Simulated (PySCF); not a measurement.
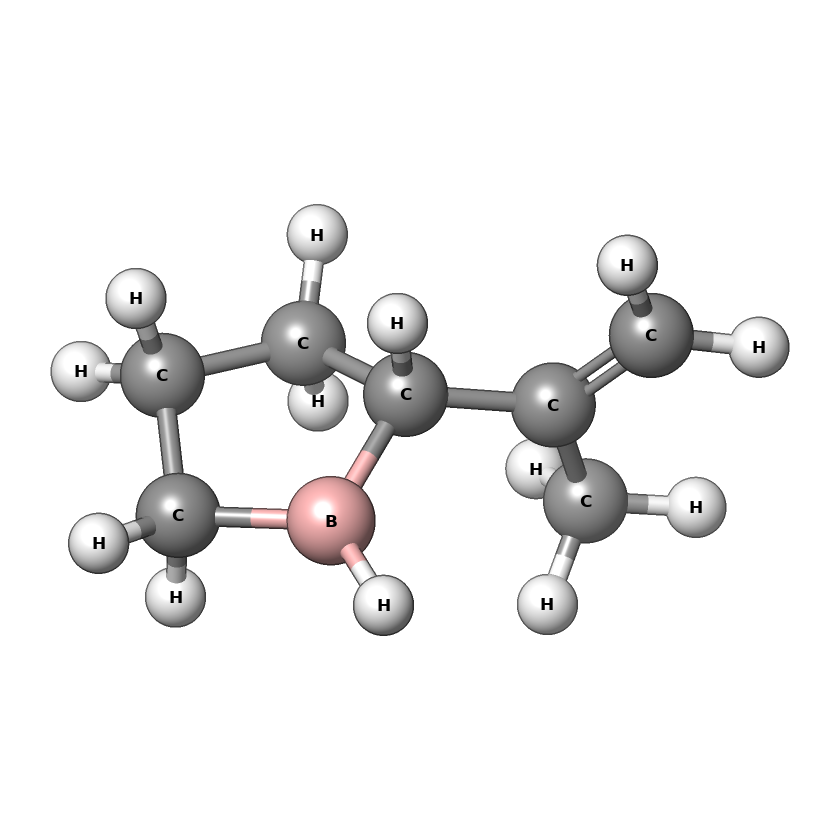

The picture shows a molecular structure as a ball-and-stick model. Multiple sticks mark multiple bonds (one Kekulé form).

The geometry was computed by an optimisation with PBE0-D3(BJ)/def2-SVP. No frequency run is at hand to confirm it as a minimum.

Identify the structure.

It has 21 atoms: 7 carbon, 13 hydrogen and 1 boron (C₇H₁₃B). Its SMILES string is `C=C(C)[C@@H]1BCCC1`. Independent rings (smallest set): 1 of 5 members. Among its groups: alkene, B–H bond. The point group is C1. Coordination: 2 C trigonal planar; 5 C tetrahedral; 1 B trigonal planar.

More results for the same structure follow; atom numbers are the same in all pictures, views and colours differ.

**Ring current**

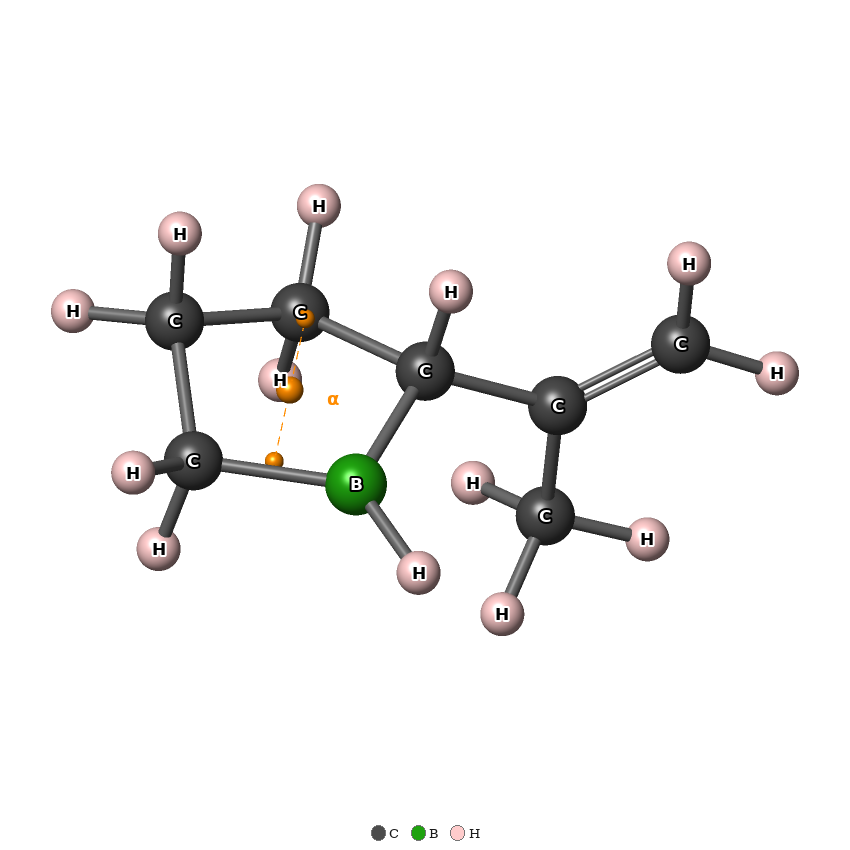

The small points mark where nucleus-independent chemical shifts (NICS) were computed: at the centre of each lettered ring and 1 Å above and below it. No frequency run is at hand to confirm it as a minimum. Properties computed with GIAO PBE0/pcSseg-1 NMR shielding, non-relativistic, gas phase (PySCF 2.14.0).

Give NICS(0), NICS(1) and the out-of-plane component NICS(1)zz for each ring (means of the two sides).

```csv
ring,members,NICS(0),NICS(1),NICS(1)zz
α,C4B,−1.0,−3.6,−3.5
```

Values in ppm.

> What do the values say about the ring currents?

Ring α: weak, as in a non-aromatic ring. NICS is one index among several.

**Polarisability**

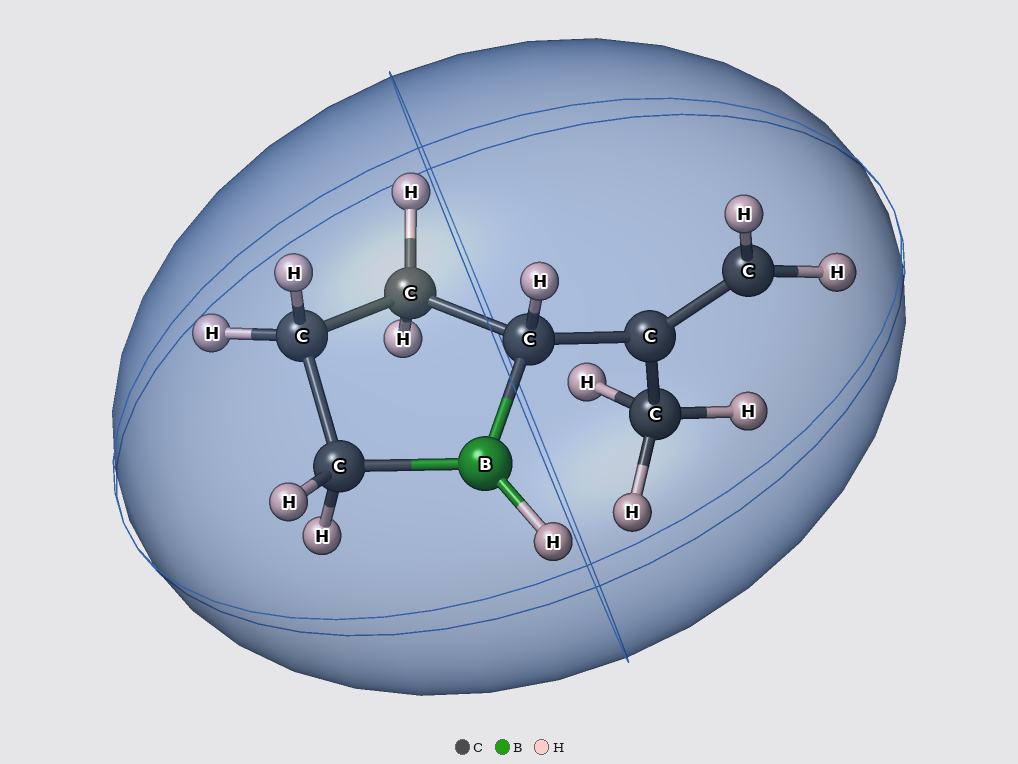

The ellipsoid shows the static dipole polarisability: its half-axes are proportional to the principal values. No frequency run is at hand to confirm it as a minimum. Computed with ωB97X-D/def2-SVPD in chloroform (IEF-PCM) (PySCF 2.14.0).

> How large and how anisotropic is the polarisability?

Principal values 107.8, 110.1, 142.1 bohr³; mean 120.0 bohr³ (17.78 Å³); anisotropy 33.3 bohr³, so the longest axis is 1.32 times the shortest.

**Excitation**

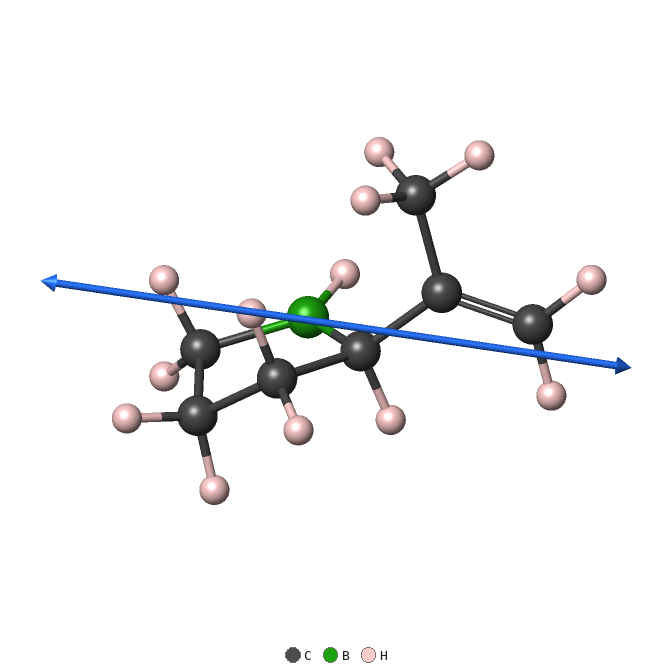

The double arrow shows the direction of the transition dipole to excited singlet state 4 (its length means nothing). No frequency run is at hand to confirm it as a minimum. Level of theory: TDDFT ωB97X-D/def2-SVPD, vertical, gas phase, core orbitals frozen in the response (PySCF 2.14.0).

> Give its energy, strength and character.

6.89 eV (180 nm), oscillator strength 0.19, mainly HOMO → LUMO+1 (weight 0.59); transition dipole 2.73 D.
